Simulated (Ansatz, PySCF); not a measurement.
Breaking the B1–H3 bond in aminoborane (SMILES BN) (multiplicity 1 held, fragments rigid). Energies count from the point at 1.193 Å.
Geometry at that point (charge 0, multiplicity 1):
```
atom    x (Å)    y (Å)    z (Å)
----  -------  -------  -------
B     -0.7760   0.0448  -0.0030
N      0.6093  -0.0352   0.0024
H     -1.4138  -0.9629  -0.0311
H     -1.2939   1.1191   0.0205
H      1.2097   0.7728   0.0253
H      1.1130  -0.9068  -0.0162
```

Unrestricted levels (U-) break spin symmetry where that is lower. Active spaces are followed from a long bond inwards. Curves can end on different states.

Correlated levels freeze the cores. Rows in 6-31G* carry no dispersion term and start afresh at each structure (6-31G* with six Cartesian d functions).

Programs: Ansatz (Gaussian basis) for Hartree–Fock, density functionals and correlated methods; PySCF for 6-31G* rows. Each number belongs to the level named beside it.

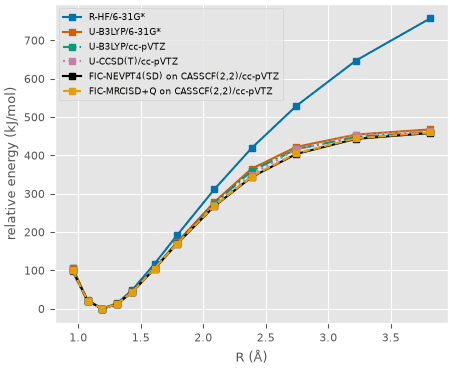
Figure: Relative energy along the coordinate

Task: Read off the R-HF/6-31G* curve at R = 2.386.

Result: about 420 kJ/mol

Doubts at one or more of the structures used: a restricted determinant that unrestricted orbitals would lower (R-HF/6-31G*); a spin-contaminated determinant (U-B3LYP/6-31G*, U-B3LYP/cc-pVTZ, U-CCSD(T)/cc-pVTZ); T1 above 0.05 (U-CCSD(T)/cc-pVTZ).

Ansatz is a program for electronic structure.
